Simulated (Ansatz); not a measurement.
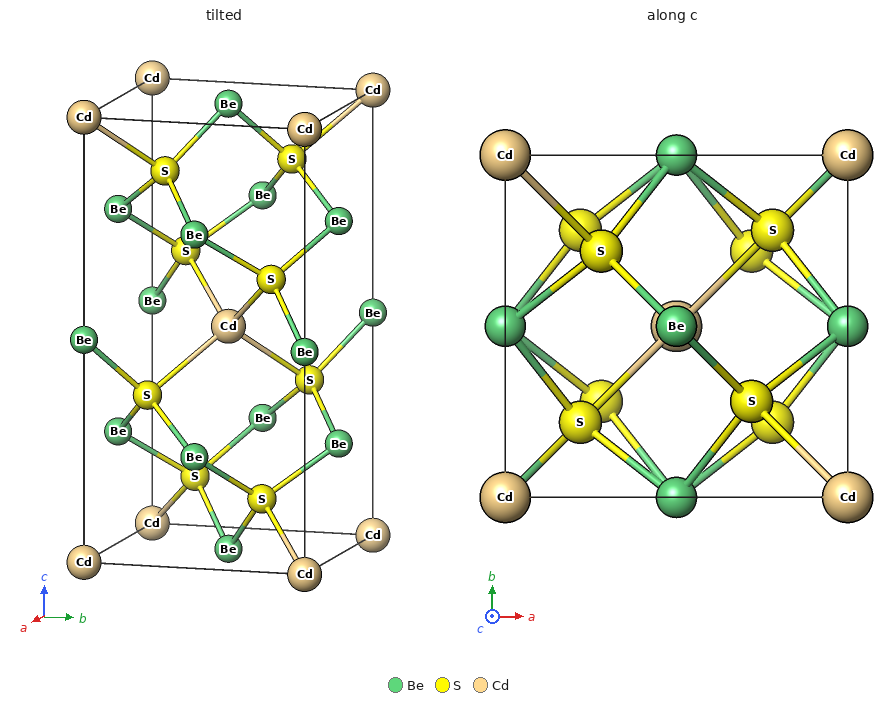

Drawn in the ball-and-stick manner and seen slightly off an axis and along the c axis. Lines trace the edges of the conventional unit cell.

Be₃CdS₄, space group I-42m (No. 121), a = 5.153 Å, b = 5.153 Å, c = 10.090 Å, α = 90.00°, β = 90.00°, γ = 90.00°. The structure comes from a structure type filled with these elements by a generator (whether the compound takes this form wasn't checked). Earlier steps of the study, as a rule a relaxation of our own, may have changed the cell and positions, so they can lie some per cent off the listed ones. It went into a calculation with Ansatz.

This one geometry was computed with Ansatz (DFT, plane waves, PAW) at five levels of theory: PBE, PBE0, r2SCAN, HSE06 and PBE with spin-orbit coupling. It was relaxed beforehand with r2SCAN.

**How does the band gap change with the level of theory?**

PBE with spin-orbit coupling: a gap of 3.16 eV, direct; PBE: a gap of 3.19 eV, direct; r2SCAN: a gap of 3.61 eV, direct; HSE06: a gap of 4.11 eV, direct; PBE0: a gap of 4.82 eV, direct.

**Collect the results in a table.**

| level | cutoff (eV) | k-mesh of the run's cell | gap (eV) | pressure (GPa) |
| --- | --- | --- | --- | --- |
| PBE | 420 | 8×8×8 | 3.19 | 0.8 |
| PBE0 | 420 | 4×4×4 | 4.82 | -0.6 |
| r2SCAN | 500 | 8×8×8 | 3.61 | 0.0 |
| HSE06 | 420 | 4×4×4 | 4.11 | -0.5 |
| PBE with spin-orbit coupling | 420 | 8×8×8 | 3.16 | 0.8 |

Gaps are taken on the k-mesh or band path of each run.
